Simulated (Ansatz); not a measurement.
# Run report: C$_{3}$H$_{9}$NSi, single-point calculation

System: C$_{3}$H$_{9}$NSi, SMILES C[Si]N(C)C.
Method: RKS PBE0-D4/def2-TZVPP (Ansatz 0.2.0).

The geometry comes from this level: PBE0-D4/def2-TZVP.

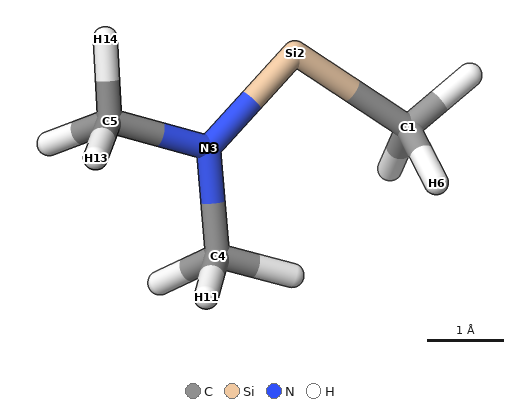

Figure 1. The input geometry (stick view, seen at a tilt; atoms are numbered from 1 in the order of the input). Bond lengths as drawn: C–H 1.09 to 1.10 Å, C–N 1.44 to 1.45 Å, C–Si 1.91 Å and N–Si 1.72 Å.

### Input
```yaml
crystal:
  periodic: [false, false, false]
  atoms:
    - {symbol: C, position_ang: [-1.926928, 0.083857, 1.290031]}
    - {symbol: Si, position_ang: [-0.859967, 1.344248, 0.334757]}
    - {symbol: N, position_ang: [0.370441, 0.332328, -0.310895]}
    - {symbol: C, position_ang: [0.561794, -1.093109, -0.176987]}
    - {symbol: C, position_ang: [1.404995, 0.939127, -1.123545]}
    - {symbol: H, position_ang: [-2.344849, -0.686650, 0.632231]}
    - {symbol: H, position_ang: [-1.362497, -0.422496, 2.081162]}
    - {symbol: H, position_ang: [-2.763722, 0.604311, 1.762257]}
    - {symbol: H, position_ang: [-0.219631, -1.539167, 0.434369]}
    - {symbol: H, position_ang: [1.531363, -1.314458, 0.286965]}
    - {symbol: H, position_ang: [0.552143, -1.581751, -1.159560]}
    - {symbol: H, position_ang: [2.397159, 0.779287, -0.683394]}
    - {symbol: H, position_ang: [1.415112, 0.511299, -2.133763]}
    - {symbol: H, position_ang: [1.231584, 2.013975, -1.204729]}
basis:
  gaussian: {orbitals: def2-TZVPP}
hamiltonian: {xc: pbe0, dispersion: d4}
output: {orbitals: {seedname: orbitals}}
```

Launch command:
```bash
ansatz run in.yaml --threads 4 --pin off --events-out ev --progress --plain --max-ram 10444MiB
```

### Log
```
Functional definition: PBE0
  name "PBE0"
  cite "Adamo & Barone, J. Chem. Phys. 110, 6158 (1999) doi:10.1063/1.478522"
  cite "Perdew, Burke & Ernzerhof, Phys. Rev. Lett. 77, 3865 (1996) doi:10.1103/PhysRevLett.77.3865"
  parent pbe
  parameter a = 0.25
  parameter kappa = 0.804
  parameter beta = 0.06672455060314922
  exchange = (1 - a)*pbe_x(kappa = kappa, mu = beta*pi^2/3) + a*exact_x
  correlation = pbe_c(beta = beta)
1517 factors; their error is unknown
mean field evaluation 1: about -12604.5274 eV, gradient 7.7e1 eV
mean field evaluation 2: about -12580.6662 eV, gradient 1.2e2 eV
mean field evaluation 4: about -12617.8880 eV, gradient 6.5e0 eV
mean field evaluation 8: about -12617.9870 eV, gradient 1.8e-1 eV
mean field evaluation 16: about -12617.9935 eV, gradient 3.1e-4 eV
mean field -12617.99350504 eV, -463.7027085271 hartree, gradient 2.3e-5 eV, S^2 0.000000; 0 other end points of the search recorded, 0 dependent functions left out
reference -12617.99354119 eV, -463.7027098554 hartree; 24, 24 occupied and 268, 268 virtual orbitals, 1517 factors
Total energy: -12618.25811800 eV, -463.7124328739 hartree
```

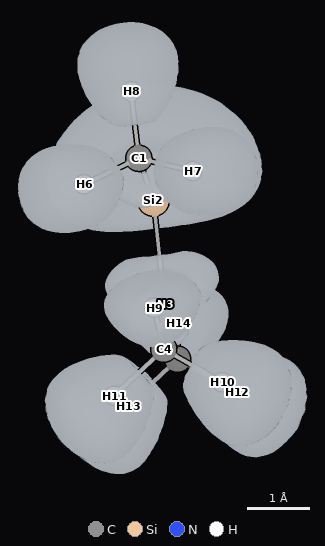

Figure 2. Isosurface of the electron localisation function at 0.85 (grey), seen at an oblique angle. Core shells and regions of very low density are left out. Along the contacts the grid gives the following. C–N (1.44 Å): the ELF peaks at about 0.95 between the atoms, which marks localised, shared-pair bonding. Si–N (1.72 Å): the ELF peaks at about 0.90 between the atoms, which marks a polar covalent bond.

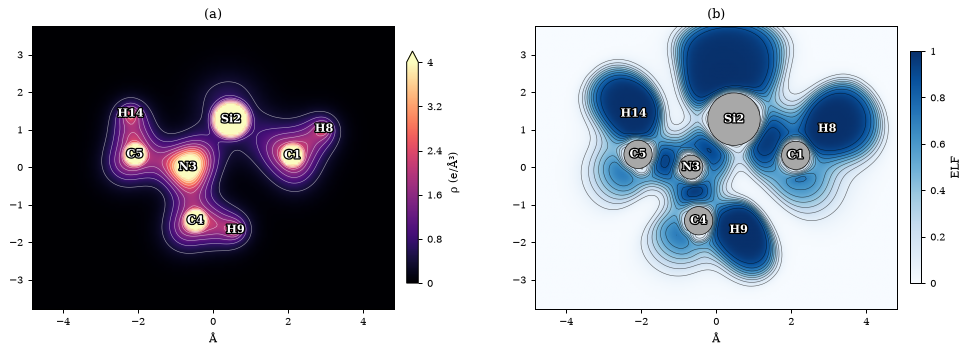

Figure 3. (a) total electron density; (b) electron localisation function on the plane of atoms N3, C5 and H14. Grey discs, where drawn, cover atomic cores. C–N (1.44 Å): ρ is about 2 e/Å³ halfway; the ELF peaks at about 0.95 between the atoms, which marks a shared electron pair. Si–N (1.72 Å): ρ at the midpoint is about 1.1 e/Å³; the ELF peaks at about 0.90 between the atoms, which marks a shared but strongly polarised pair. C–Si (1.91 Å): ρ at the midpoint is about 0.91 e/Å³; the ELF peaks at about 0.95 between the atoms, which marks a shared electron pair. C–H (1.09 Å): ρ at the midpoint is about 2 e/Å³; the ELF climbs to about 1 towards the hydrogen, as it does in any bond to H; a covalent bond by its length.

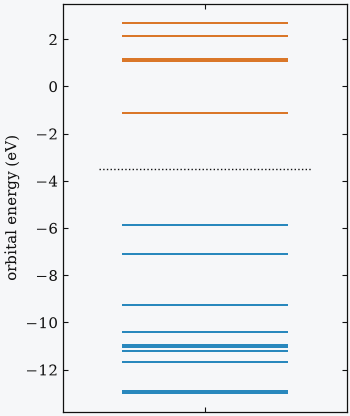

Figure 4. Orbital energies near the frontier; the dotted line parts filled from empty levels, and levels within 0.02 eV of each other stand side by side. Highest filled −5.88 eV, lowest empty −1.12 eV, 4.76 eV apart.

### Key numbers

- outcome: converged
- total energy: −12618.2581 eV
- mean-field energy: −12617.9935 eV
- dispersion energy: −0.2646 eV
- SCF solution under orbital rotations: stable
- HOMO: −5.88 eV
- LUMO: −1.12 eV
- hardware: 4 threads of Arm Neoverse V2, 23 GiB of memory available, shared host
- wall time: 3.4 s (CPU time 13 s)
- peak memory: 0.75 GiB
